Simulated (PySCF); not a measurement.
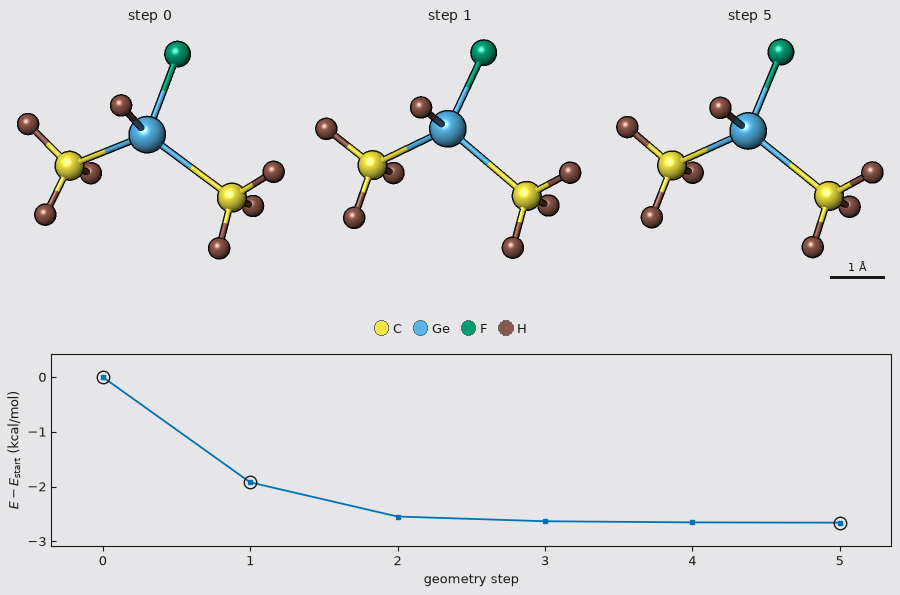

Frames of a relaxation of C2H7FGe, marked on the history of the run. The picture is a ball-and-stick view, seen at a tilt.

The start comes from GFN2-xTB. Its atoms were then displaced at random by about 0.01 Å.

Level of theory: PBE0-D3(BJ)/def2-SVP geometry optimisation, gas phase (PySCF). 

**What happens along the run?**

The atom that moves furthest after the best rigid fit is an H atom (0.14 Å). Largest moves by element: H 0.14 Å, Ge 0.08 Å, F 0.07 Å, C 0.06 Å. Some distances before and after: C–H 1.059 → 1.100 Å, C–Ge 1.969 → 1.939 Å, Ge–H 1.521 → 1.542 Å, F–Ge 1.774 → 1.755 Å. Bond angles that change, for instance: F–Ge–H 100.0° → 105.2°, C–Ge–H 116.3° → 112.9°, C–Ge–F 103.2° → 106.4°. The energy falls by 2.66 kcal/mol in 5 geometry steps. The run took 29 s on 1 thread of Arm Neoverse V1 (shared host). From step 0 to 1: an H atom moves most (0.18 Å), energy −1.92 kcal/mol. From step 1 to 5: the F atom moves most (0.06 Å), energy −0.74 kcal/mol.

```json
{"step": "0", "E − E(0), kcal/mol": "0.00"}
{"step": "1", "E − E(0), kcal/mol": "-1.92"}
{"step": "2", "E − E(0), kcal/mol": "-2.55"}
{"step": "3", "E − E(0), kcal/mol": "-2.63"}
{"step": "4", "E − E(0), kcal/mol": "-2.65"}
{"step": "5", "E − E(0), kcal/mol": "-2.66"}
```
